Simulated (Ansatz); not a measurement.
## Two runs on CH5AlN2O

System: CH5AlN2O.
Method of run 1: RKS B2PLYP (frozen core)/def2-TZVPP (Ansatz 0.2.0).

The geometry comes from this level: PBE0-D4/def2-TZVP. Text and figures count atoms from 1; the logs count them from 0 in places.

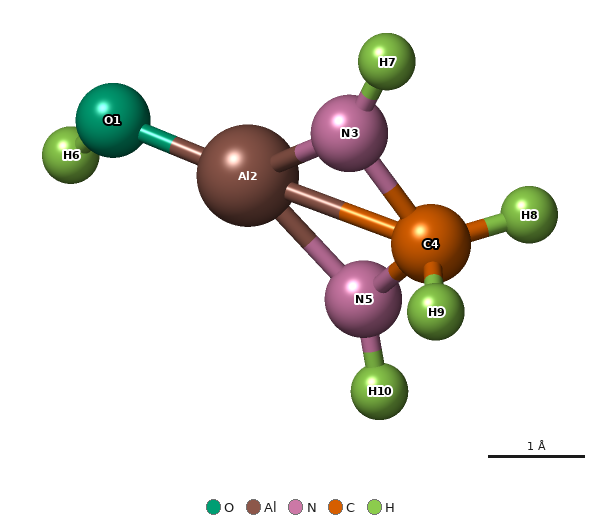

The structure (ball-and-stick view, seen at a tilt; atoms are numbered from 1 in the order of the input). Sticks mark near contacts. Bond lengths as drawn: Al–C 2.29 Å, Al–N 1.77 Å, Al–O 1.68 Å, C–H 1.10 Å, C–N 1.47 Å, H–N 1.00 Å and H–O 0.95 Å.

The input, run 1:
```yaml
crystal:
  periodic: [false, false, false]
  atoms:
    - {symbol: O, position_ang: [0.958484, -0.149210, -2.539496]}
    - {symbol: Al, position_ang: [0.380742, -0.061902, -0.960897]}
    - {symbol: N, position_ang: [0.953339, -0.438157, 0.666279]}
    - {symbol: C, position_ang: [-0.327324, 0.018479, 1.217504]}
    - {symbol: N, position_ang: [-1.034563, 0.410295, -0.008175]}
    - {symbol: H, position_ang: [0.486175, 0.083344, -3.334809]}
    - {symbol: H, position_ang: [1.521701, -1.043754, 1.226426]}
    - {symbol: H, position_ang: [-0.849862, -0.787167, 1.755185]}
    - {symbol: H, position_ang: [-0.202360, 0.869655, 1.903835]}
    - {symbol: H, position_ang: [-1.803234, 1.047419, 0.077148]}
basis:
  gaussian: {orbitals: def2-TZVPP}
hamiltonian: {xc: {name: B2PLYP}}
```

Hardware: 4 CPU threads, shared host.

Output (run 1):
```
Functional definition: B2PLYP
  parameter a = 0.53
  parameter c = 0.27
  exchange = (1 - a)*b88_x + a*exact_x
  correlation = (1 - c)*lyp_c + c*(mp2_os + mp2_ss)
1430 factors; integrals over basis functions are off by at most 8.3e-4 eV
mean field evaluation 1: about -12720.2172 eV, gradient 8.0e1 eV
mean field evaluation 2: about -12720.3295 eV, gradient 8.0e1 eV
mean field evaluation 4: about -12731.8563 eV, gradient 3.7e0 eV
mean field evaluation 8: about -12731.9093 eV, gradient 5.4e-1 eV
mean field evaluation 16: about -12731.9099 eV, gradient 1.6e-4 eV
mean field -12731.90991411 eV, -467.8890593451 hartree, gradient 9.9e-6 eV, S^2 0.000000; 0 other end points of the search recorded, 0 dependent functions left out
9 core orbitals not correlated: weight in the atoms' cores, before any rotation towards them, 1.000 or more for the frozen orbitals, at most 0.000 for the correlated occupied ones
reference -12731.91008638 eV, -467.8890656758 hartree; 14, 14 occupied and 213, 213 virtual orbitals, 1430 factors
second order -29.60329508 eV of doubles, -0.00000000 eV of singles
Total energy: -12739.90297605 eV, -468.1827989535 hartree
```

For run 2 the input was changed thus:
```diff
-hamiltonian: {xc: {name: B2PLYP}}
+hamiltonian: {xc: {name: PBE-QIDH}}
```

How does run 2 compare with run 1?

The total energies belong to different methods, so their difference says nothing on which is more stable or more accurate. The functional changes from B2PLYP to PBE-QIDH.

Output (run 2):
```
Functional definition: PBE-QIDH
  parameter a = 3^(-1/3)
  parameter c = 1/3
  exchange = (1 - a)*pbe_x + a*exact_x
  correlation = (1 - c)*pbe_c + c*(mp2_os + mp2_ss)
1430 factors; integrals over basis functions are off by at most 8.3e-4 eV
mean field evaluation 1: about -12716.5769 eV, gradient 6.8e1 eV
mean field evaluation 2: about -12716.7240 eV, gradient 6.8e1 eV
mean field evaluation 4: about -12725.1671 eV, gradient 3.0e0 eV
mean field evaluation 8: about -12725.2150 eV, gradient 3.9e-1 eV
mean field evaluation 16: about -12725.2153 eV, gradient 2.0e-4 eV
mean field -12725.21534624 eV, -467.6430385136 hartree, gradient 8.9e-7 eV, S^2 0.000000; 0 other end points of the search recorded, 0 dependent functions left out
9 core orbitals not correlated: weight in the atoms' cores, before any rotation towards them, 1.000 or more for the frozen orbitals, at most 0.000 for the correlated occupied ones
reference -12725.21536015 eV, -467.6430390246 hartree; 14, 14 occupied and 213, 213 virtual orbitals, 1430 factors
second order -27.45328801 eV of doubles, -0.00000000 eV of singles
Total energy: -12734.36645615 eV, -467.9793355999 hartree
```

The two runs side by side:

```csv
quantity,run 1,run 2
outcome,converged,converged
total energy (hartree),−468.182799,−467.979336
basis functions,236,236
wall time (shared host),4.6 s,4.5 s
```
